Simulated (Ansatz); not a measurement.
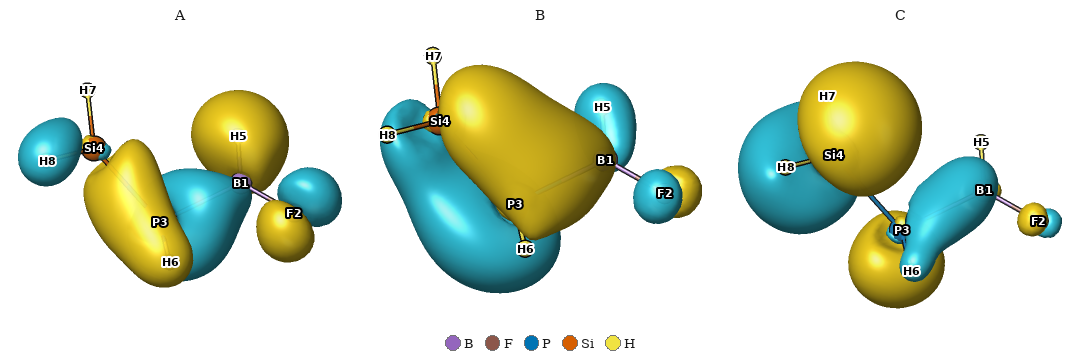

*BFH$_{4}$PSi (charge +1). Three frontier orbitals at ±0.1 Å⁻³ᐟ² (yellow and cyan are the two phases), in no order.*

Geometry: B3LYP-D3(BJ)/6-311G**.

Level of theory: isolated molecule in a Gaussian basis; Kohn-Sham density functional theory, functional PBE0 (Ansatz).

```xyz
8

B     3.0350    0.5177    0.3161
F     4.3165    0.5051    0.1123
P     1.9354   -0.2860   -1.0935
Si    0.3132   -1.3517   -0.2377
H     2.4982    1.0062    1.2496
H     2.6406   -1.2088   -1.8933
H    -0.3993   -0.7447    0.8975
H    -0.2506   -2.5256   -0.9231
```

Q: Order the three orbitals by energy and name them.

A: A is the HOMO−1 (−14.50 eV). It lies mainly on P3 (about 30 %), B1 (about 20 %), F2 (about 20 %), H5 (about 15 %) and Si4 (about 10 %). B is the HOMO (−13.38 eV). It lies mainly on P3 (about 60 %), Si4 (about 25 %) and B1 (about 10 %). C is the LUMO (−8.58 eV). By Hirshfeld shares it lies mainly on Si4 (about 65 %) and P3 (about 20 %).

Q: What is the HOMO–LUMO gap?

A: 4.80 eV between the orbital energies.
